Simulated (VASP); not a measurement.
Band structure of Be₄S₃Te (ordered alloy cell). Level of theory: PBE GGA, VASP's PBE PAW potentials (set 64) (plane waves; VASP).

Unless said otherwise, spin-orbit coupling is left out, though it shifts the bands of the heavy elements here.

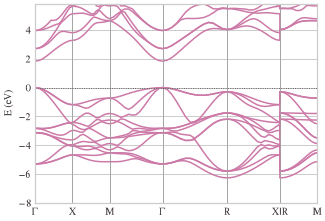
Figure. Bands along high-symmetry lines, zero at the valence-band maximum or, without a gap, the Fermi level

Q: Read the plot: is there a gap, and where are the band edges?

A: The gap is direct, 1.83 eV, from the valence maximum at Γ to the conduction minimum at Γ. (Edges off the drawn lines would not show.)

The structure was generated: Be4S3Te was put into an ordered model structure (P-43m), which need not be its known phase. It was relaxed first.
